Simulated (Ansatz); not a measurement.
The starting structures come from a database of crystals and need not be the phases stable at ambient conditions.

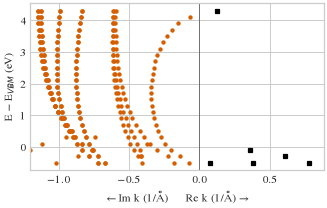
Complex bands at the centre of the two-dimensional zone; r2SCAN in Ansatz (a quantum-chemistry and plane-wave program)

The gap is the functional's own. No spin-orbit coupling. Mid-gap values are interpolated on the energy grid.

Problem. This is MgO (P6_3mc, wurtzite, not sure to be the ambient phase, 4 atoms a cell, 11.8 Å³ an atom) along the normal of (110). Read off the slowest decay at the centre of the two-dimensional zone at 2.10 eV, the computed energy nearest the middle of the gap.

Solution. κ ≈ 0.34 1/Å, a decay length 1/(2κ) of the density of 1.5 Å.
